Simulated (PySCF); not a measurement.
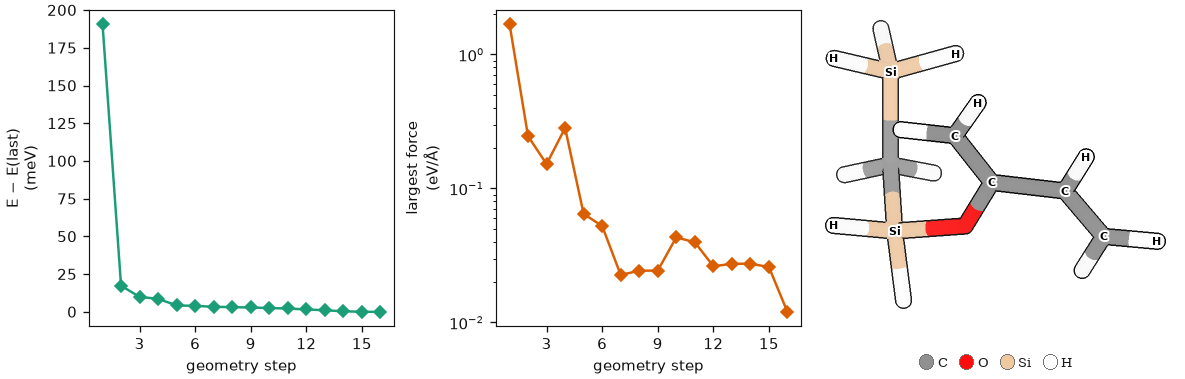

Beside the plot: the molecule at the start.

History of a geometry optimisation.

System: C₅H₁₂OSi₂ (SMILES C=CC(=C)O[SiH2]C[SiH3]).
Method: PBE0-D3(BJ)/def2-SVP, geometry optimisation (PySCF).

> How did it end, and what did it gain?

The optimisation met its thresholds at geometry 16, counting the start as the first. The energy fell by about 190 meV from the first step to the last. The largest force goes from about 1.7 eV/Å at the start to 0.012 eV/Å at the end.
